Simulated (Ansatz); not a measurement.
# UCCSDTQ/cc-pVDZ run of OH (SMILES [OH])

Aim: the vertical doublet–quartet gap of OH at UCCSDTQ/cc-pVDZ, from 2 runs. 

Program for the calculation: Ansatz 0.2.0.

62 further runs of the same task are left out: 62 set aside as unsound or not needed.

**1. The molecule**

OH has 2 atoms, charge 0, and is taken as a doublet. SMILES: `[OH]`. Geometry: relaxed at GFN2-xTB.

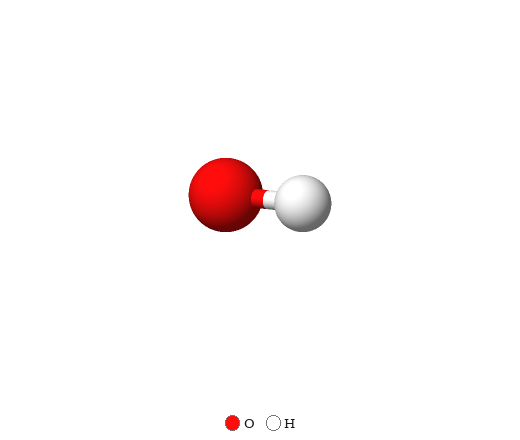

The structure, seen from a chosen angle (oxygen red, hydrogen white).

**2. A single-point energy at UCCSDTQ/cc-pVDZ**

Input file input.yaml:

```yaml
crystal:
  periodic: [false, false, false]
  atoms:
    - symbol: O
      position_ang: [0.411770, -0.131830, 0.212430]
    - symbol: H
      position_ang: [-0.411770, 0.131830, -0.212430]
basis:
  gaussian: {orbitals: cc-pVDZ}
total_charge: 0
magnetization: {spin_polarized: true, initial_magnetization: 1}
correlation: {method: ccsdtq, frozen_orbitals: {H: 0, O: 1}}
accuracy: high
scf: {omitted_lower_state_checks: [cluster_reference, increment]}
```

Launch:

```
$ ansatz run input.yaml --threads 1 --pin off --max-ram 2610MiB --events-out events.jsonl --progress --plain --runs-dir runs
```

What it wrote, cut to the lines that bear on the results:

```text
Warning: RAYON_NUM_THREADS=1 ignored (pool sized by the plan → 1); use --threads N
Functional definition: HF
  name "HF"
[...]
305 factors; integrals over basis functions are off by at most 1.6e-9 eV
[...]
mean field -2051.57402050 eV, -75.3939546466 hartree, gradient 1.1e-8 eV, S^2 0.754524; 2 other end points of the search recorded, 0 dependent functions left out
1 core orbitals not correlated: weight in the atoms' cores, before any rotation towards them, 1.000 or more for the frozen orbitals, at most 0.000 for the correlated occupied ones
reference -2051.57402050 eV, -75.3939546466 hartree; 4, 3 occupied and 14, 15 virtual orbitals, 305 factors
second order -4.04816837 eV of doubles, -0.00000000 eV of singles
cycle   1  -4.34462960 eV  change   -3.0e-1 eV  update   3.2e-2
[...]
cycle  21  -4.50644584 eV  change  -2.0e-10 eV  update  2.7e-10
Total energy: -2056.08046634 eV, -75.5595634766 hartree
Checks for a lower state left out: cluster_reference, increment
```

Wall time 17 s (1 thread of Arm Neoverse V2, shared host); peak memory 0.26 GiB.

**3. The quartet**

Input file run.yaml:

```yaml
crystal:
  periodic: [false, false, false]
  atoms:
    - {symbol: O, position_ang: [0.411770, -0.131830, 0.212430]}
    - {symbol: H, position_ang: [-0.411770, 0.131830, -0.212430]}
basis:
  gaussian:
    orbitals: cc-pVDZ
correlation:
  method: ccsdtq
  frozen_orbitals: {H: 0, O: 1}
magnetization:
  spin_polarized: true
  initial_magnetization: 3
accuracy: high
scf:
  omitted_lower_state_checks: [cluster_reference, increment]
```

Launch:

```
$ ansatz run run.yaml --threads 1 --pin off --max-ram 2610MiB --events-out events.jsonl --progress --plain --runs-dir runs
```

What it wrote, cut to the lines that bear on the results:

```text
Warning: RAYON_NUM_THREADS=1 ignored (pool sized by the plan → 1); use --threads N
[... 2 set-up lines as earlier in the session ...]
[...]
305 factors; integrals over basis functions are off by at most 1.6e-9 eV
[...]
mean field -2044.73252404 eV, -75.1425342889 hartree, gradient 9.7e-8 eV, S^2 3.757478; 0 other end points of the search recorded, 0 dependent functions left out
1 core orbitals not correlated: weight in the atoms' cores, before any rotation towards them, 1.000 or more for the frozen orbitals, at most 0.000 for the correlated occupied ones
reference -2044.73252404 eV, -75.1425342889 hartree; 5, 2 occupied and 13, 16 virtual orbitals, 305 factors
second order -3.03113755 eV of doubles, -0.00000000 eV of singles
cycle   1  -3.39948807 eV  change   -3.7e-1 eV  update   3.1e-2
[...]
cycle  19  -3.54611488 eV  change   5.0e-11 eV  update  1.9e-10
Total energy: -2048.27863892 eV, -75.2728516072 hartree
Checks for a lower state left out: cluster_reference, increment
```

Run time: 14 s. Hardware: 1 thread of Arm Neoverse V2, shared host; peak memory 0.21 GiB.

**4. Summary of results**

At UCCSDTQ/cc-pVDZ, 1 core orbital frozen:

| quantity | value |
| --- | --- |
| doublet: total energy | -75.55956 Eh |
| doublet: correlation energy (1 core orbital frozen) | -165.6 mEh |
| doublet: ⟨S²⟩ of the reference determinant | 0.755 |
| doublet: T1 diagnostic | 0.006 |
| quartet: total energy | -75.27285 Eh |
| quartet: correlation energy (1 core orbital frozen) | -130.3 mEh |
| quartet: ⟨S²⟩ of the reference determinant | 3.757 |
| quartet: T1 diagnostic | 0.006 |
| vertical energy of the quartet above the doublet | 7.802 eV |

In words: At this shape the quartet lies 7.80 eV (753 kJ/mol) above the doublet.
